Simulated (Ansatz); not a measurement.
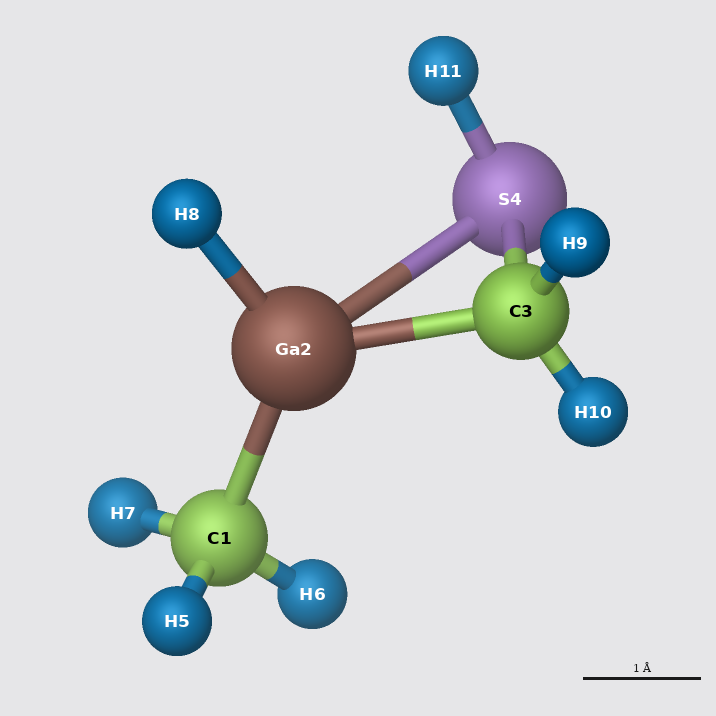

Atoms carry their numbers in the input. The geometry was computed by an optimisation with PBE0-D4/def2-TZVP. No frequency run is at hand to confirm it as a minimum.

How are the neighbours of atom 4 arranged?

Answer. S4 has 3 neighbours (Ga2 at 2.67, C3 at 1.84, H11 at 1.34 Å); the arrangement is trigonal pyramidal.

How are the neighbours of atom 1 arranged?

Answer. C1 has 4 neighbours (Ga2 at 1.96, H5 at 1.09, H6 at 1.09, H7 at 1.09 Å); the arrangement is tetrahedral.

What is the dihedral angle C1–Ga2–C3–S4?

Answer. 93° in size, that is about perpendicular.
